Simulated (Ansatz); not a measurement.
# CH5Si (SMILES C[SiH2]): the energy, rung by rung

The species is CH5Si (7 atoms), meant as a doublet with charge 0. SMILES: `C[SiH2]`. The coordinates come from a PBE0-D4/def2-TZVP relaxation.

```xyz
7

C    -0.1226   -0.8032    0.0952
Si    0.1762    1.0348    0.3140
H    -0.2048   -1.0549   -0.9666
H     0.6992   -1.3833    0.5195
H    -1.0471   -1.1077    0.5895
H    -0.9515    1.8464   -0.2257
H     1.4506    1.4680   -0.3260
```

Quantity: the energy change with the C1–Si2 bond stretched from 1.875 to 2.344 Å, in eV. The values are calculated.

```
          level                    kind  program  value (eV)  less CCSD(T)/STO-3G
  USVWN5/STO-3G                     LDA   Ansatz        1.48                +0.07
U-revPBE/STO-3G                     GGA   Ansatz        1.27                -0.14
U-r2SCAN/STO-3G                meta-GGA   Ansatz        1.44                +0.03
  UB3LYP/STO-3G           global hybrid   Ansatz        1.39                -0.02
  UBHLYP/STO-3G           global hybrid   Ansatz        1.63                +0.22
  UHSE06/STO-3G  range-separated hybrid   Ansatz        1.53                +0.12
 RPA@PBE/STO-3G                     RPA   Ansatz        1.30                -0.11
    UMP2/STO-3G     perturbation theory   Ansatz        1.59                +0.18
UCCSD(T)/STO-3G   coupled cluster or CI   Ansatz        1.41                 0.00
   UCCSD/STO-3G   coupled cluster or CI   Ansatz        1.42                +0.01
```

Differences are taken from UCCSD(T)/STO-3G for orientation; it has basis-set and higher-order errors of its own. The first shape isn't each level's own minimum. The values span 1.27 to 1.63 eV. All rows use very small basis sets, so none should be taken for the real molecule's value.

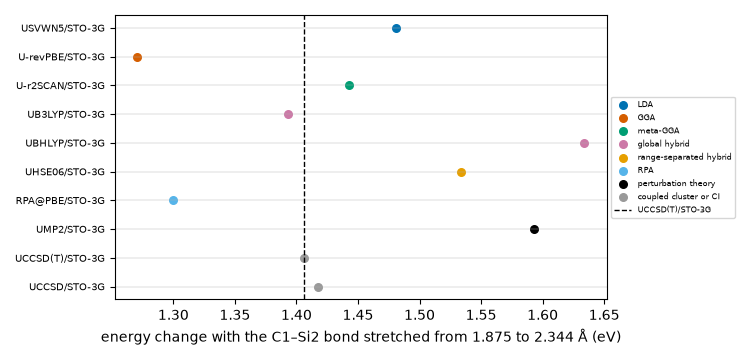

The values of the table, level by level.
